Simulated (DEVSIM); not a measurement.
Device: Pt/SiO2/p-GaAs capacitor, at 300 K.

```
layer (left to right)  material  thickness (nm)  Na (cm⁻³)
---------------------  --------  --------------  ---------
1                          SiO2            19.0          -
2                          GaAs             390     2.8e18
```

Metal gate on the left, work function 5.6 eV. Fixed charge at the semiconductor interface 1.1e11 cm⁻² (in units of +e); no interface traps.

Constants are typed, rounded textbook-type inputs, not results; the design itself was drawn at random and stands for no fabricated device. Values at 300 K.

| parameter | SiO2 | GaAs |
|---|---|---|
| gap (eV) | 9 | 1.424 |
| affinity (eV) | 0.9 | 4.07 |
| permittivity | 3.9 | 12.9 |
| Nc (cm⁻³) | - | 4.7e17 |
| Nv (cm⁻³) | - | 9e18 |

Simulated with DEVSIM: 1D Poisson equation in equilibrium, Boltzmann statistics, complete ionisation; no quantum confinement or tunnelling. Metal contacts follow the ideal Schottky-Mott rule: no Fermi-level pinning, no interface dipoles.

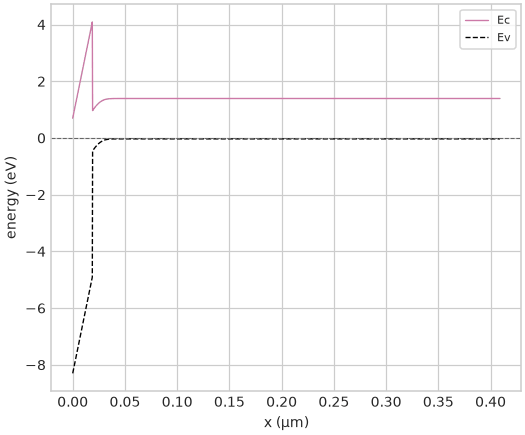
Fig. 1. Band edges at 4.0 V on the gate

Energies count from the Fermi level of the right contact; mesh points crowd at the junctions.

```json
[
 {"x (μm)": "0.000", "Ec (eV)": "0.700", "Ev (eV)": "-8.300", "n (cm⁻³)": "< 1e2", "p (cm⁻³)": "< 1e2", "field (V/cm)": "1800000"},
 {"x (μm)": "0.001006", "Ec (eV)": "0.882", "Ev (eV)": "-8.118", "n (cm⁻³)": "< 1e2", "p (cm⁻³)": "< 1e2", "field (V/cm)": "1800000"},
 {"x (μm)": "0.002897", "Ec (eV)": "1.224", "Ev (eV)": "-7.776", "n (cm⁻³)": "< 1e2", "p (cm⁻³)": "< 1e2", "field (V/cm)": "1800000"},
 {"x (μm)": "0.006098", "Ec (eV)": "1.804", "Ev (eV)": "-7.197", "n (cm⁻³)": "< 1e2", "p (cm⁻³)": "< 1e2", "field (V/cm)": "1800000"},
 {"x (μm)": "0.01297", "Ec (eV)": "3.046", "Ev (eV)": "-5.954", "n (cm⁻³)": "< 1e2", "p (cm⁻³)": "< 1e2", "field (V/cm)": "1800000"},
 {"x (μm)": "0.01626", "Ec (eV)": "3.642", "Ev (eV)": "-5.358", "n (cm⁻³)": "< 1e2", "p (cm⁻³)": "< 1e2", "field (V/cm)": "1800000"},
 {"x (μm)": "0.01801", "Ec (eV)": "3.959", "Ev (eV)": "-5.040", "n (cm⁻³)": "< 1e2", "p (cm⁻³)": "< 1e2", "field (V/cm)": "1800000"},
 {"x (μm)": "0.01931", "Ec (eV)": "0.983", "Ev (eV)": "-0.441", "n (cm⁻³)": "< 1e2", "p (cm⁻³)": "3.6e11", "field (V/cm)": "550000"},
 {"x (μm)": "0.02073", "Ec (eV)": "1.058", "Ev (eV)": "-0.366", "n (cm⁻³)": "< 1e2", "p (cm⁻³)": "6.3e12", "field (V/cm)": "490000"},
 {"x (μm)": "0.02333", "Ec (eV)": "1.173", "Ev (eV)": "-0.251", "n (cm⁻³)": "< 1e2", "p (cm⁻³)": "5.4e14", "field (V/cm)": "390000"},
 {"x (μm)": "0.02862", "Ec (eV)": "1.325", "Ev (eV)": "-0.099", "n (cm⁻³)": "< 1e2", "p (cm⁻³)": "2.0e17", "field (V/cm)": "190000"},
 {"x (μm)": "0.04374", "Ec (eV)": "1.393", "Ev (eV)": "-0.030", "n (cm⁻³)": "< 1e2", "p (cm⁻³)": "2.8e18", "field (V/cm)": "1200"},
 {"x (μm)": "0.06698", "Ec (eV)": "1.394", "Ev (eV)": "-0.030", "n (cm⁻³)": "< 1e2", "p (cm⁻³)": "2.8e18", "field (V/cm)": "≈ 0"},
 {"x (μm)": "0.1143", "Ec (eV)": "1.394", "Ev (eV)": "-0.030", "n (cm⁻³)": "< 1e2", "p (cm⁻³)": "2.8e18", "field (V/cm)": "≈ 0"},
 {"x (μm)": "0.2387", "Ec (eV)": "1.394", "Ev (eV)": "-0.030", "n (cm⁻³)": "< 1e2", "p (cm⁻³)": "2.8e18", "field (V/cm)": "≈ 0"},
 {"x (μm)": "0.3198", "Ec (eV)": "1.394", "Ev (eV)": "-0.030", "n (cm⁻³)": "< 1e2", "p (cm⁻³)": "2.8e18", "field (V/cm)": "≈ 0"},
 {"x (μm)": "0.3641", "Ec (eV)": "1.394", "Ev (eV)": "-0.030", "n (cm⁻³)": "< 1e2", "p (cm⁻³)": "2.8e18", "field (V/cm)": "≈ 0"},
 {"x (μm)": "0.3859", "Ec (eV)": "1.394", "Ev (eV)": "-0.030", "n (cm⁻³)": "< 1e2", "p (cm⁻³)": "2.8e18", "field (V/cm)": "≈ 0"},
 {"x (μm)": "0.4001", "Ec (eV)": "1.394", "Ev (eV)": "-0.030", "n (cm⁻³)": "< 1e2", "p (cm⁻³)": "2.8e18", "field (V/cm)": "≈ 0"},
 {"x (μm)": "0.4050", "Ec (eV)": "1.394", "Ev (eV)": "-0.030", "n (cm⁻³)": "< 1e2", "p (cm⁻³)": "2.8e18", "field (V/cm)": "≈ 0"},
 {"x (μm)": "0.4074", "Ec (eV)": "1.394", "Ev (eV)": "-0.030", "n (cm⁻³)": "< 1e2", "p (cm⁻³)": "2.8e18", "field (V/cm)": "≈ 0"},
 {"x (μm)": "0.4090", "Ec (eV)": "1.394", "Ev (eV)": "-0.030", "n (cm⁻³)": "< 1e2", "p (cm⁻³)": "2.8e18", "field (V/cm)": "≈ 0"}
]
```
